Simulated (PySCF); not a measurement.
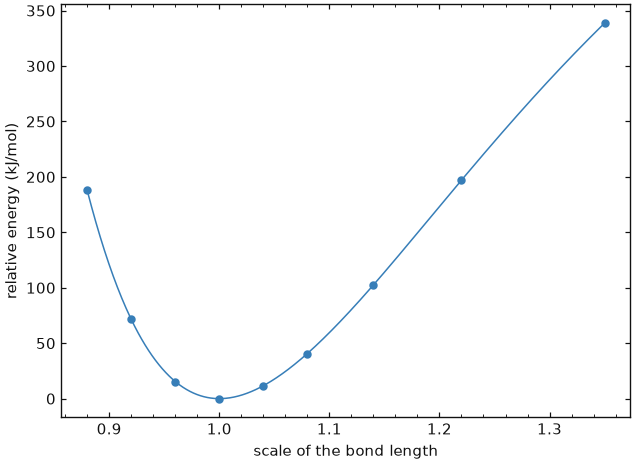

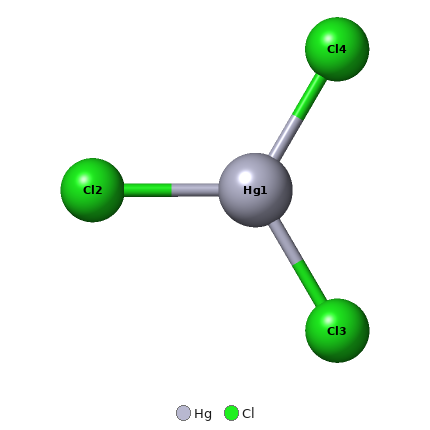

Rigid scan of HgCl₃⁻, singlet, from a minimum of the shape that electron-pair counting expects: all bonds to atom 1 scaled (atom 1 is the central atom). PBE0/def2-SVPD (ECP), PySCF 2.14.0, restricted determinant, no spin-orbit coupling; energies counted from the minimum. Splines pass through the computed points, which are marked.

Q: What does it cost to go to either end of the scan?

A: 187.8 kJ/mol at 0.88 and 338.7 kJ/mol at 1.35.

Q: Give the values at the computed points.

A: In kJ/mol:
| scale of the bond length | PBE0 |
| --- | --- |
| 0.88 | 187.8 |
| 0.92 | 71.5 |
| 0.96 | 15.4 |
| 1.00 | 0.0 |
| 1.04 | 11.6 |
| 1.08 | 40.7 |
| 1.14 | 102.5 |
| 1.22 | 197.0 |
| 1.35 | 338.7 |

Note: closed-shell stability not tested; spin-orbit coupling is left out, and with Hg it can shift these values; double-zeta basis on some or all atoms.
